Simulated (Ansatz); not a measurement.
# UHSE06/STO-3G run of BHSCl (SMILES S[B]Cl)

What is the vertical doublet–quartet gap of BHSCl at UHSE06/STO-3G? 

Program for the calculation: Ansatz 0.2.0.

75 further runs of the same task are left out: 2 that didn't finish, 73 set aside as unsound or not needed.

## 1. Starting point

BHSCl: 4 atoms, total charge 0, spin state doublet. SMILES: `S[B]Cl`. The shape is that of a PBE0-D4/def2-TZVP optimisation.

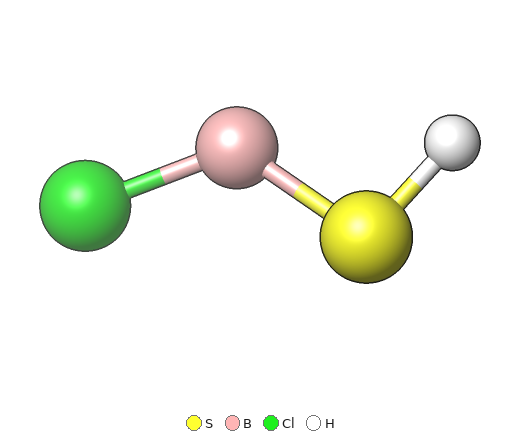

The structure, seen from a chosen angle (sulfur yellow, boron pink, chlorine green, hydrogen white).

## 2. The energy at UHSE06/STO-3G

File job.yaml:

```yaml
crystal:
  periodic: [false, false, false]
  atoms:
    - {symbol: S, position_ang: [0.566400, -0.789100, 0.531400]}
    - {symbol: B, position_ang: [-0.299600, 0.475700, -0.345800]}
    - {symbol: Cl, position_ang: [-2.014100, 0.616000, -0.427300]}
    - {symbol: H, position_ang: [1.802900, -0.362900, 0.221400]}
basis:
  gaussian:
    orbitals: STO-3G
magnetization:
  spin_polarized: true
  initial_magnetization: 1
hamiltonian:
  xc: {name: HSE06}
accuracy: high
```

Run with:

```bash
ansatz run job.yaml --threads 1 --pin off --max-ram 2610MiB --events-out events.jsonl --progress --plain --runs-dir runs
```

The log of the run:

```text
Warning: RAYON_NUM_THREADS=1 ignored (pool sized by the plan → 1); use --threads N
Functional definition: HSE06
  name "HSE06"
  parameter a = 0.25
  parameter omega = 0.11/bohr
  exchange = pbe_x - a*pbe_x_sr(omega) + a*exact_x_sr(omega)
  correlation = pbe_c
427 factors; integrals over basis functions are off by at most 1.9e-8 eV
62 factors; integrals over basis functions are off by at most 7.9e-10 eV
mean field evaluation 1: about -23776.1816 eV, gradient 6.7e0 eV
mean field evaluation 2: about -23776.4872 eV, gradient 5.5e0 eV
mean field evaluation 4: about -23776.7599 eV, gradient 7.4e-1 eV
mean field evaluation 8: about -23776.7546 eV, gradient 8.9e-3 eV
mean field evaluation 16: about -23776.7546 eV, gradient 1.0e-6 eV
mean field -23776.75457479 eV, -873.7796141603 hartree, gradient 9.1e-8 eV, S^2 0.755778; 0 other end points of the search recorded, 0 dependent functions left out
reference -23776.75457651 eV, -873.7796142235 hartree; 20, 19 occupied and 4, 5 virtual orbitals, 427 factors
Total energy: -23776.75457651 eV, -873.7796142235 hartree
```

Run time: 2.7 s. Hardware: 1 thread of Arm Neoverse V1, shared host; peak memory 0.14 GiB.

## 3. The quartet, same level

File run.yaml:

```yaml
crystal:
  periodic: [false, false, false]
  atoms:
    - {symbol: S, position_ang: [0.566400, -0.789100, 0.531400]}
    - {symbol: B, position_ang: [-0.299600, 0.475700, -0.345800]}
    - {symbol: Cl, position_ang: [-2.014100, 0.616000, -0.427300]}
    - {symbol: H, position_ang: [1.802900, -0.362900, 0.221400]}
basis:
  gaussian: {orbitals: STO-3G}
magnetization: {spin_polarized: true, initial_magnetization: 3}
hamiltonian: {xc: hse06}
accuracy: high
```

Run with:

```bash
ansatz run run.yaml --threads 1 --pin off --max-ram 2610MiB --events-out events.jsonl --progress --plain --runs-dir runs
```

The log of the run:

```text
Warning: RAYON_NUM_THREADS=1 ignored (pool sized by the plan → 1); use --threads N
[... 6 set-up lines as earlier in the session ...]
427 factors; integrals over basis functions are off by at most 1.9e-8 eV
62 factors; integrals over basis functions are off by at most 7.9e-10 eV
mean field evaluation 1: about -23768.9891 eV, gradient 1.4e1 eV
mean field evaluation 2: about -23763.3145 eV, gradient 2.1e1 eV
mean field evaluation 4: about -23770.9598 eV, gradient 2.9e0 eV
mean field evaluation 8: about -23771.0805 eV, gradient 1.9e-2 eV
mean field evaluation 16: about -23771.0805 eV, gradient 2.9e-6 eV
mean field -23771.08049977 eV, -873.5710957494 hartree, gradient 2.5e-8 eV, S^2 3.753048; 2 other end points of the search recorded, 0 dependent functions left out
reference -23771.08050151 eV, -873.5710958134 hartree; 21, 18 occupied and 3, 6 virtual orbitals, 427 factors
Total energy: -23771.08050151 eV, -873.5710958134 hartree
```

Run time: 2.9 s. Hardware: 1 thread of Arm Neoverse V1, shared host; peak memory 0.14 GiB.

## 4. Summary of results

At UHSE06/STO-3G:

```
                                        quantity          value
                           doublet: total energy  -873.77961 Eh
                                   doublet: ⟨S²⟩          0.756
                           quartet: total energy  -873.57110 Eh
                                   quartet: ⟨S²⟩          3.753
vertical energy of the quartet above the doublet       5.674 eV
```

What this shows: At this shape the quartet lies 5.67 eV (547 kJ/mol) above the doublet. In a minimal basis such a difference can be off by several eV, whatever the method.
